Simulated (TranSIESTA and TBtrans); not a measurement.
Junction: Sn chain with one Pd atom in place of Sn. Leads: straight Sn chain, spacing 2.75 Å. Geometry: 3 atoms about the centre moved by SIESTA (PBE, DZP) to a largest force of 0.03 eV/Å, all others as built, motion along the axis alone.

Computed with TranSIESTA and TBtrans, PBE, DZP numerical orbitals (energy shift 0.15 eV), PseudoDojo norm-conserving scalar-relativistic potentials, mesh cutoff 200 Ry, 300 K, spin-polarised (collinear), no spin-orbit coupling; self-consistent non-equilibrium Green functions.

Energies count from the leads' Fermi level. Transmissions are for each spin. The energy step is 0.01 eV; narrower resonances are cut or missed.

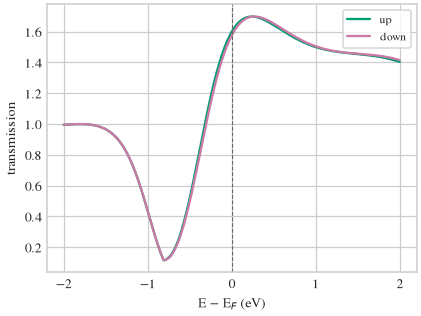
Fig. 1. Transmission against energy

| E (eV) | T up | T down | lead channels up | down |
|---|---|---|---|---|
| -2.00 | 0.99 | 0.99 | 1 | 1 |
| -1.80 | 1.00 | 1.00 | 1 | 1 |
| -1.60 | 0.99 | 0.99 | 1 | 1 |
| -1.40 | 0.93 | 0.93 | 1 | 1 |
| -1.20 | 0.76 | 0.76 | 1 | 1 |
| -1.00 | 0.44 | 0.44 | 1 | 1 |
| -0.80 | 0.12 | 0.12 | band edge | band edge |
| -0.60 | 0.30 | 0.29 | 3 | 3 |
| -0.40 | 0.78 | 0.74 | 3 | 3 |
| -0.20 | 1.29 | 1.25 | 3 | 3 |
| 0.00 | 1.60 | 1.57 | 3 | 3 |
| 0.20 | 1.70 | 1.69 | 3 | 3 |
| 0.40 | 1.67 | 1.68 | 3 | 3 |
| 0.60 | 1.61 | 1.62 | 3 | 3 |
| 0.80 | 1.54 | 1.55 | 3 | 3 |
| 1.00 | 1.50 | 1.50 | 3 | 3 |
| 1.20 | 1.47 | 1.48 | 3 | 3 |
| 1.40 | 1.46 | 1.46 | 3 | 3 |
| 1.60 | 1.45 | 1.45 | 3 | 3 |
| 1.80 | 1.43 | 1.44 | 3 | 3 |
| 2.00 | 1.40 | 1.41 | 3 | 3 |

Moments were seeded on the central atoms alone, and one start was tried. The straight chain is held at its spacing; free chains may zigzag or dimerise.
